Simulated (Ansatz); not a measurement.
## Geometry relaxation of C2H8O2Si (part 2 of 2)

Continued. System: C2H8O2Si, SMILES C[Si](C)(O)O. Method: RKS PBE-D4/def2-SVP (Ansatz 0.2.0). The geometry: force-field start.

Geometry of the input (Å):
```
C  -1.3918  0.4427  -0.6793
Si 0.1077  0.2454  0.3192
C  1.2051  -0.9525  -0.5733
O  -0.1939  -0.3084  1.8356
O  0.8819  1.6920  0.5641
H  -2.1232  1.2001  -0.1969
H  -1.1751  0.8931  -1.6759
H  -1.9267  -0.4453  -0.8354
H  2.1586  -1.1013  0.0568
H  1.5207  -0.5723  -1.5227
H  0.7343  -1.9207  -0.6743
H  -0.7136  -1.1625  1.8932
H  0.9363  1.9549  1.5036
```

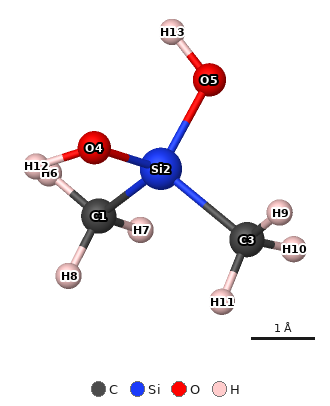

Fig. 1: The geometry at step 13 of the log (ball-and-stick view, seen at a tilt; atoms are numbered from 1 in the order of the input).

### Trajectory as extended XYZ, continued
```
13
Properties=species:S:1:pos:R:3:forces:R:3 step=6 energy=-14160.61363
C    -1.4432    0.4805   -0.6821    0.0076   0.0004   0.0441
Si    0.1240    0.2158    0.3246   -0.0294   0.0036   0.0360
C     1.2750   -0.9709   -0.5646    0.0151   0.0187  -0.0099
O    -0.2348   -0.2911    1.8986   -0.0062  -0.0436  -0.0286
O     0.9238    1.6755    0.5506    0.0172  -0.0001   0.0322
H    -2.1429    1.1626   -0.1565    0.0086  -0.0117  -0.0169
H    -1.2006    0.9327   -1.6658   -0.0029  -0.0022  -0.0027
H    -1.9725   -0.4763   -0.8752   -0.0053   0.0085  -0.0086
H     2.1897   -1.1631    0.0322   -0.0141   0.0011  -0.0033
H     1.5884   -0.5400   -1.5385    0.0026  -0.0122   0.0061
H     0.7834   -1.9438   -0.7726    0.0027  -0.0023   0.0007
H    -0.7885   -1.0858    1.9852    0.0187   0.0462  -0.0075
H     0.9186    1.9690    1.4788   -0.0145  -0.0063  -0.0414
13
Properties=species:S:1:pos:R:3:forces:R:3 step=7 energy=-14160.61454
C    -1.4382    0.4730   -0.6737   -0.0076   0.0195   0.0570
Si    0.1355    0.2121    0.3253   -0.0266   0.0005   0.0356
C     1.2783   -0.9749   -0.5717    0.0298   0.0199  -0.0217
O    -0.2241   -0.2856    1.9027   -0.0758  -0.1485  -0.0281
O     0.9527    1.6636    0.5484   -0.0073   0.0365   0.1989
H    -2.1460    1.1381   -0.1360    0.0164  -0.0188  -0.0305
H    -1.2056    0.9424   -1.6520   -0.0025  -0.0093   0.0047
H    -1.9550   -0.4884   -0.8779   -0.0090   0.0115  -0.0093
H     2.1856   -1.1905    0.0290   -0.0251   0.0034  -0.0109
H     1.6055   -0.5263   -1.5337    0.0008  -0.0258   0.0176
H     0.7750   -1.9366   -0.8052    0.0119   0.0127   0.0094
H    -0.8256   -1.0478    1.9913    0.0890   0.1406  -0.0184
H     0.8823    1.9861    1.4683    0.0060  -0.0422  -0.2042
13
Properties=species:S:1:pos:R:3:forces:R:3 step=8 energy=-14160.61664
C    -1.4366    0.4736   -0.6665   -0.0124   0.0010   0.0344
Si    0.1405    0.2073    0.3259   -0.0090   0.0017   0.0257
C     1.2832   -0.9762   -0.5760    0.0152   0.0173  -0.0291
O    -0.2157   -0.2976    1.9013   -0.0950  -0.1564  -0.0157
O     0.9640    1.6552    0.5508   -0.0177   0.0481   0.2364
H    -2.1405    1.1430   -0.1297    0.0117  -0.0117  -0.0197
H    -1.2040    0.9402   -1.6463   -0.0017  -0.0078   0.0064
H    -1.9598   -0.4849   -0.8697   -0.0035   0.0140  -0.0041
H     2.1899   -1.1918    0.0249   -0.0168   0.0039  -0.0052
H     1.6107   -0.5291   -1.5385   -0.0017  -0.0203   0.0194
H     0.7804   -1.9386   -0.8084    0.0112   0.0193   0.0108
H    -0.8463   -1.0365    1.9875    0.1001   0.1483  -0.0198
H     0.8544    2.0006    1.4594    0.0195  -0.0575  -0.2396
13
Properties=species:S:1:pos:R:3:forces:R:3 step=9 energy=-14160.63301
C    -1.4283    0.4645   -0.6192    0.0082   0.0197  -0.0291
Si    0.1682    0.1710    0.3412   -0.0283   0.0056   0.0452
C     1.3116   -0.9751   -0.5958    0.0144  -0.0295  -0.0277
O    -0.2002   -0.3935    1.8925    0.0037  -0.0322  -0.0231
O     1.0402    1.5858    0.5812    0.0060   0.0279   0.0181
H    -2.1145    1.1519   -0.0824    0.0067  -0.0075   0.0038
H    -1.2001    0.9219   -1.6046   -0.0058   0.0022   0.0067
H    -1.9785   -0.4798   -0.8185    0.0172   0.0016   0.0244
H     2.2200   -1.1918    0.0018   -0.0054   0.0008  -0.0065
H     1.6328   -0.5084   -1.5497    0.0068  -0.0046  -0.0007
H     0.8182   -1.9389   -0.8395    0.0052   0.0185   0.0093
H    -1.0033   -0.9380    1.9484   -0.0143   0.0136   0.0166
H     0.7541    2.0957    1.3594   -0.0145  -0.0161  -0.0371
13
Properties=species:S:1:pos:R:3:forces:R:3 step=10 energy=-14160.63127 accepted=F
C    -1.4128    0.4614   -0.5990   -0.0061  -0.0148   0.0094
Si    0.1845    0.1555    0.3579   -0.1296  -0.0607  -0.1836
C     1.3239   -0.9728   -0.6043    0.0235  -0.0026   0.0059
O    -0.2064   -0.4828    1.8729    0.6126   0.2708  -0.0085
O     1.0513    1.5772    0.5855    0.0342  -0.1132   0.0416
H    -2.0965    1.1444   -0.0542   -0.0190   0.0205  -0.0077
H    -1.1941    0.9187   -1.5859    0.0034   0.0190   0.0126
H    -1.9625   -0.4839   -0.7923   -0.0021  -0.0093   0.0109
H     2.2375   -1.1916   -0.0166    0.0246  -0.0205  -0.0134
H     1.6330   -0.4995   -1.5587    0.0143   0.0141   0.0160
H     0.8293   -1.9352   -0.8493   -0.0006   0.0104   0.0290
H    -1.0881   -0.8570    1.9470   -0.5156  -0.1818   0.0219
H     0.7212    2.1307    1.3116   -0.0396   0.0681   0.0659
13
Properties=species:S:1:pos:R:3:forces:R:3 step=11 energy=-14160.63593
C    -1.4197    0.4642   -0.6112   -0.0056  -0.0095   0.0090
Si    0.1764    0.1625    0.3471   -0.0422  -0.0046  -0.0618
C     1.3184   -0.9752   -0.6032    0.0127  -0.0042   0.0080
O    -0.1975   -0.4283    1.8863    0.0114  -0.0192   0.0046
O     1.0452    1.5797    0.5866    0.0099   0.0166   0.0598
H    -2.1025    1.1501   -0.0688   -0.0081   0.0069  -0.0039
H    -1.1986    0.9200   -1.5986    0.0016   0.0022   0.0125
H    -1.9697   -0.4817   -0.8019   -0.0029  -0.0019   0.0029
H     2.2270   -1.1958   -0.0080    0.0108  -0.0088  -0.0085
H     1.6378   -0.5049   -1.5558    0.0035   0.0041   0.0084
H     0.8229   -1.9369   -0.8488   -0.0004   0.0060   0.0106
H    -1.0459   -0.8979    1.9524    0.0046   0.0236  -0.0053
H     0.7263    2.1094    1.3386    0.0046  -0.0111  -0.0365
13
Properties=species:S:1:pos:R:3:forces:R:3 step=12 energy=-14160.63911
C    -1.4202    0.4604   -0.5960   -0.0045  -0.0023   0.0011
Si    0.1844    0.1468    0.3454    0.0096  -0.0154   0.0086
C     1.3350   -0.9751   -0.6113   -0.0082   0.0081   0.0007
O    -0.1847   -0.4925    1.8672   -0.0289  -0.0131  -0.0165
O     1.0545    1.5621    0.6002    0.0005   0.0024  -0.0020
H    -2.0960    1.1525   -0.0514    0.0071  -0.0056   0.0021
H    -1.2032    0.9166   -1.5839   -0.0029   0.0014  -0.0012
H    -1.9784   -0.4814   -0.7827    0.0021   0.0005  -0.0006
H     2.2406   -1.2044   -0.0144   -0.0045   0.0027   0.0014
H     1.6605   -0.4958   -1.5570    0.0000  -0.0022   0.0015
H     0.8369   -1.9332   -0.8641    0.0067  -0.0033  -0.0054
H    -1.0983   -0.8128    1.9560    0.0177   0.0154   0.0070
H     0.6891    2.1220    1.3068    0.0053   0.0115   0.0034
13
Properties=species:S:1:pos:R:3:forces:R:3 step=13 energy=-14160.63126 accepted=F
C    -1.4196    0.4537   -0.5821    0.0113   0.0153  -0.0274
Si    0.1916    0.1340    0.3485   -0.0400  -0.0572  -0.0174
C     1.3468   -0.9734   -0.6156   -0.0105  -0.0178  -0.0135
O    -0.1871   -0.5574    1.8461   -0.8114  -0.1285   0.0984
O     1.0646    1.5495    0.6023   -0.0958   0.1089   0.1557
H    -2.0957    1.1401   -0.0302    0.0052  -0.0016   0.0040
H    -1.2070    0.9202   -1.5659   -0.0077   0.0154  -0.0069
H    -1.9780   -0.4860   -0.7786    0.0172  -0.0022   0.0177
H     2.2536   -1.2027   -0.0208   -0.0006   0.0020   0.0028
H     1.6695   -0.4862   -1.5579    0.0071   0.0040   0.0010
H     0.8530   -1.9323   -0.8742    0.0090   0.0054   0.0025
H    -1.1546   -0.7338    1.9626    0.8436   0.1666  -0.0909
H     0.6832    2.1396    1.2805    0.0727  -0.1102  -0.1259
13
Properties=species:S:1:pos:R:3:forces:R:3 step=14 energy=-14160.63928
C    -1.4216    0.4582   -0.5926    0.0057   0.0072  -0.0154
Si    0.1851    0.1441    0.3459   -0.0150  -0.0231   0.0075
C     1.3371   -0.9749   -0.6105   -0.0036  -0.0077  -0.0138
O    -0.1892   -0.5071    1.8613    0.1474   0.0489  -0.0240
O     1.0581    1.5587    0.5984   -0.0168   0.0058   0.0229
H    -2.0990    1.1454   -0.0437    0.0042  -0.0038   0.0035
H    -1.2062    0.9217   -1.5774   -0.0045   0.0052  -0.0019
H    -1.9780   -0.4832   -0.7868    0.0094   0.0000   0.0096
H     2.2431   -1.2024   -0.0136   -0.0024   0.0025   0.0026
H     1.6620   -0.4935   -1.5553    0.0048   0.0006  -0.0014
H     0.8426   -1.9344   -0.8657    0.0050   0.0052   0.0018
H    -1.1093   -0.7953    1.9553   -0.1395  -0.0312   0.0224
H     0.6957    2.1280    1.2995    0.0054  -0.0097  -0.0138
13
Properties=species:S:1:pos:R:3:forces:R:3 step=15 energy=-14160.64072
C    -1.4218    0.4552   -0.5928   -0.0015  -0.0009   0.0088
Si    0.1848    0.1335    0.3420    0.0002   0.0008   0.0009
C     1.3437   -0.9746   -0.6177    0.0086  -0.0026   0.0137
O    -0.1841   -0.5468    1.8451   -0.0433  -0.0206   0.0126
O     1.0514    1.5512    0.6027    0.0123   0.0100  -0.0063
H    -2.0962    1.1409   -0.0383   -0.0037  -0.0014   0.0020
H    -1.2115    0.9229   -1.5765    0.0014   0.0005  -0.0029
H    -1.9777   -0.4866   -0.7839   -0.0049  -0.0021  -0.0060
H     2.2448   -1.2057   -0.0143   -0.0063   0.0029  -0.0036
H     1.6769   -0.4865   -1.5559   -0.0013   0.0040   0.0003
H     0.8520   -1.9327   -0.8811   -0.0015  -0.0055  -0.0062
H    -1.1286   -0.7299    1.9865    0.0468   0.0230  -0.0145
H     0.6866    2.1242    1.2987   -0.0067  -0.0079   0.0010
13
Properties=species:S:1:pos:R:3:forces:R:3 step=16 energy=-14160.62791 accepted=F
C    -1.4232    0.4490   -0.5911   -0.0016  -0.0022   0.0113
Si    0.1851    0.1187    0.3370    0.0086   0.0276  -0.0100
C     1.3529   -0.9757   -0.6259    0.0128  -0.0102   0.0280
O    -0.1802   -0.5986    1.8236   -1.0971  -0.0771   0.2492
O     1.0460    1.5393    0.6064    0.0315   0.0314  -0.0243
H    -2.0990    1.1238   -0.0244   -0.0069   0.0004  -0.0019
H    -1.2197    0.9327   -1.5685    0.0026  -0.0024   0.0018
H    -1.9744   -0.4934   -0.7906   -0.0109  -0.0020  -0.0114
H     2.2470   -1.2128   -0.0140   -0.0091   0.0014  -0.0094
H     1.6978   -0.4751   -1.5534   -0.0091   0.0035   0.0084
H     0.8652   -1.9310   -0.9053   -0.0019  -0.0053  -0.0088
H    -1.1549   -0.6314    2.0272    1.0956   0.0467  -0.2376
H     0.6778    2.1197    1.2939   -0.0145  -0.0117   0.0048
13
Properties=species:S:1:pos:R:3:forces:R:3 step=17 energy=-14160.64161
C    -1.4236    0.4509   -0.5918    0.0007  -0.0028   0.0052
Si    0.1855    0.1285    0.3395   -0.0033  -0.0131  -0.0001
C     1.3472   -0.9763   -0.6195   -0.0050   0.0020  -0.0029
O    -0.1826   -0.5668    1.8367   -0.0441  -0.0054  -0.0093
O     1.0489    1.5493    0.5990    0.0016   0.0104   0.0055
H    -2.1033    1.1256   -0.0300   -0.0001  -0.0013   0.0010
H    -1.2166    0.9323   -1.5696    0.0022  -0.0001   0.0008
H    -1.9733   -0.4923   -0.7942   -0.0004   0.0006  -0.0016
H     2.2448   -1.2108   -0.0128    0.0021  -0.0026   0.0021
H     1.6856   -0.4810   -1.5521    0.0011   0.0001   0.0014
H     0.8561   -1.9321   -0.8925    0.0022   0.0008  -0.0005
H    -1.1350   -0.6770    1.9996    0.0426   0.0116   0.0006
H     0.6865    2.1150    1.3023    0.0006   0.0000  -0.0023
13
Properties=species:S:1:pos:R:3:forces:R:3 step=18 energy=-14160.64172
C    -1.4250    0.4459   -0.5905    0.0058   0.0029  -0.0086
Si    0.1863    0.1228    0.3370   -0.0119  -0.0145   0.0061
C     1.3505   -0.9777   -0.6226   -0.0045  -0.0029  -0.0057
O    -0.1827   -0.5861    1.8281   -0.2075  -0.0073   0.0147
O     1.0462    1.5467    0.5981   -0.0088   0.0106   0.0101
H    -2.1088    1.1110   -0.0218    0.0019  -0.0023  -0.0027
H    -1.2198    0.9400   -1.5626   -0.0037  -0.0002   0.0045
H    -1.9694   -0.4979   -0.8041    0.0056   0.0052   0.0049
H     2.2437   -1.2183   -0.0119    0.0050  -0.0031   0.0028
H     1.6961   -0.4752   -1.5488   -0.0001  -0.0007   0.0050
H     0.8598   -1.9306   -0.9064    0.0014   0.0063   0.0028
H    -1.1399   -0.6241    2.0160    0.2093   0.0066  -0.0243
H     0.6833    2.1087    1.3043    0.0074  -0.0007  -0.0095
13
Properties=species:S:1:pos:R:3:forces:R:3 step=19 energy=-14160.64322
C    -1.4258    0.4486   -0.5941    0.0104  -0.0001   0.0086
Si    0.1824    0.1123    0.3346   -0.0034   0.0034  -0.0021
C     1.3536   -0.9794   -0.6240    0.0034  -0.0049  -0.0062
O    -0.1846   -0.6334    1.8059    0.0144  -0.0142   0.0018
O     1.0407    1.5358    0.6088    0.0001   0.0071  -0.0093
H    -2.1085    1.1126   -0.0227    0.0000   0.0005  -0.0016
H    -1.2193    0.9467   -1.5635    0.0003   0.0031   0.0001
H    -1.9725   -0.4930   -0.8097    0.0000  -0.0004  -0.0004
H     2.2412   -1.2256   -0.0072   -0.0008  -0.0001   0.0009
H     1.7077   -0.4694   -1.5426    0.0011  -0.0002   0.0013
H     0.8649   -1.9297   -0.9190   -0.0009   0.0029   0.0005
H    -1.1203   -0.5797    2.0608   -0.0196   0.0051   0.0076
H     0.6609    2.1193    1.2874   -0.0051  -0.0022  -0.0011
```

### Results in brief

| quantity | value |
| --- | --- |
| outcome | converged |
| total energy | −14160.6433 eV |
| mean-field energy | −14160.3869 eV |
| dispersion energy | −0.2563 eV |
| SCF solution under orbital rotations | stable |
| largest force (length of the vector) at the end | 0.022 eV/Å |
| dipole moment | 2.25 D |
| hardware | 4 threads of Arm Neoverse V2, 23 GiB of memory available, shared host |
| wall time | 23 s (CPU time 80 s) |
| peak memory | 0.15 GiB |
